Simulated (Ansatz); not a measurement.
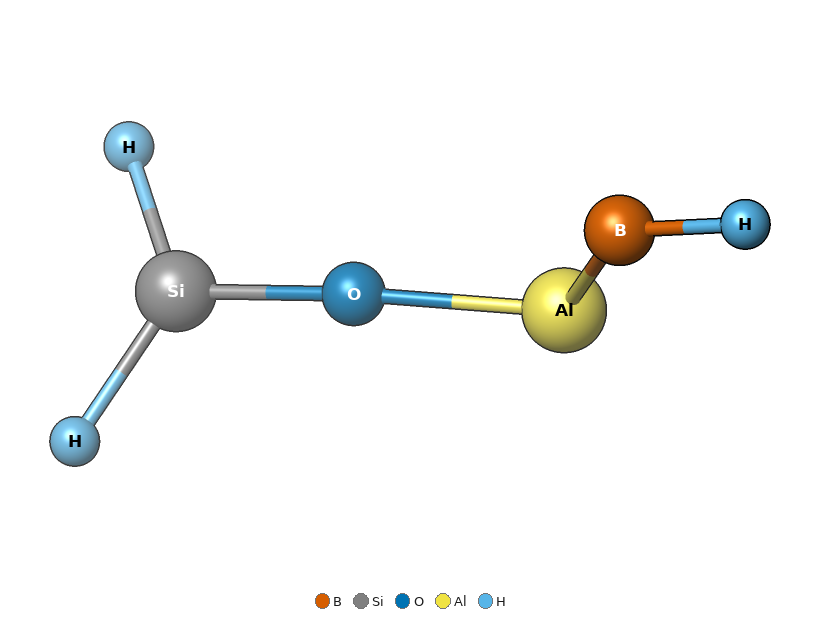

Atoms fade into the background with distance from the viewer. Charge +1, singlet. Computed geometry: PBE-D4/def2-SVP optimisation. No frequency run is at hand to confirm it as a minimum.

List the symmetry elements and name the point group.

It has 1 mirror plane, so the point group is Cs. The group has 2 operations. The geometry is achiral, and symmetry allows a dipole moment.
